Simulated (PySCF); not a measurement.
[Cu(OH)2]- (CuH₂O₂, charge −1).

Computed with PySCF, B3LYP/def2-SVP, geometry: GFN2-xTB. This is a single-reference result, which may miss multireference character in this system. No frequency check shows the geometry to be a minimum. GFN2-xTB bond lengths at metals and heavier atoms can be off by up to 0.1 Å and shapes distorted, which carries into these values. The basis has no diffuse functions, which an anion needs.

Coordinates in Å:

```
Cu1      0.0001   -0.0001    0.0000
O2       1.7611   -0.1163    0.0000
H3       2.0527    0.7998    0.0000
O4      -1.7613    0.1167    0.0000
H5      -2.0529   -0.7993    0.0000
```

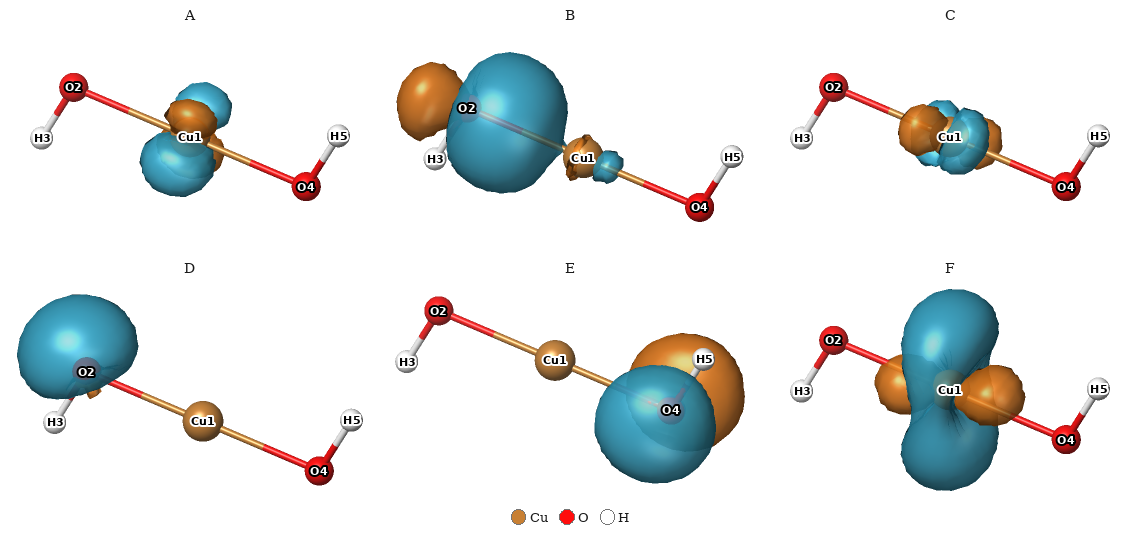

Intrinsic bond orbitals (IBO), occupied; each surface holds about 80 % of the orbital's density. Energies are diagonal elements of the Fock matrix.

> What does each orbital represent in a Lewis picture?

By panel:
- A: d orbital on Cu1 (Cu1 100 %; −7.6 eV)
- B: pair mostly on O2, shared in part with Cu1 (O2 86 %, Cu1 13 %; −6.5 eV)
- C: d orbital on Cu1 (Cu1 100 %; −4.0 eV)
- D: lone pair on O2 (sp1-type) (O2 100 %; −6.8 eV)
- E: lone pair on O4 (p-type) (O4 100 %; −0.8 eV)
- F: d orbital on Cu1 (Cu1 99 %; −6.0 eV)

Cost of the run: 4.3 s on 1 thread of Arm Neoverse V2, on a shared host, peak memory 0.31 GiB.
